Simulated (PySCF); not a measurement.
Br4Ti, SMILES `Br[Ti](Br)(Br)Br`.

PySCF calculation, ωB97X/def2-TZVP, gas phase; geometry: GFN2-xTB. This is a single-reference result, which may miss multireference character in this system. No frequency check shows the geometry to be a minimum. A basis without diffuse functions makes polarisabilities too small. GFN2-xTB bond lengths at metals and heavier atoms can be off by up to 0.1 Å and shapes distorted, which carries into these values.

Coordinates in Å:

```
Br1     -1.3526    1.8713   -0.3958
Ti2     -0.0002    0.0000   -0.0000
Br3     -1.3526   -1.8714    0.3958
Br4      1.3527    0.3958    1.8713
Br5      1.3526   -0.3959   -1.8713
```

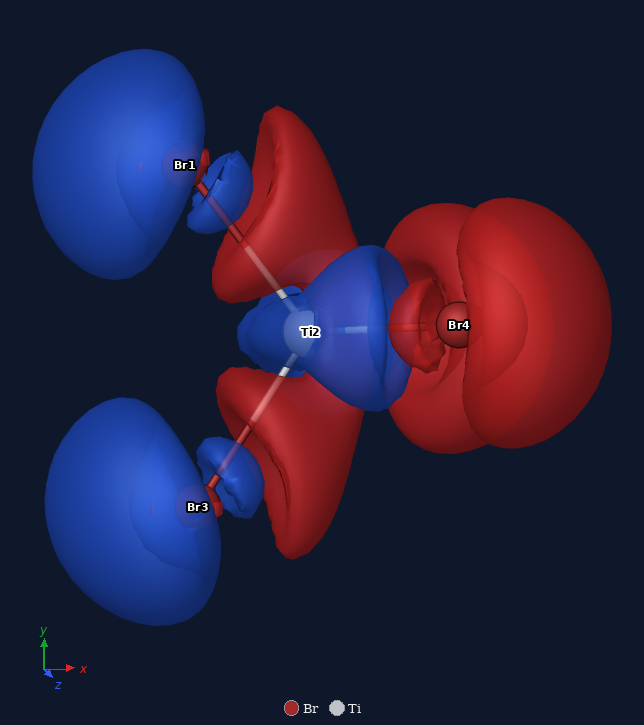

Change of the electron density in a uniform field of 0.21 V/Å, surfaces at ±0.0015 e/Å³ (red: gain, blue: loss).

The field was applied in both directions; the picture shows the one opposite to the script's first.

Q: Along which Cartesian direction does the field point?

A: Along −x: electrons gather on the +x side, against the field.

Q: What dipole is induced, and what polarisability does it imply?

A: The induced dipole is 1.24 D (along the field); α along this axis, from the fields in both directions, is 122 bohr³ (18.0 Å³).

Run time: 82 s on 1 thread of Intel(R) Xeon(R) 6975P-C (Granite Rapids), on a shared host, peak memory 1.9 GiB.
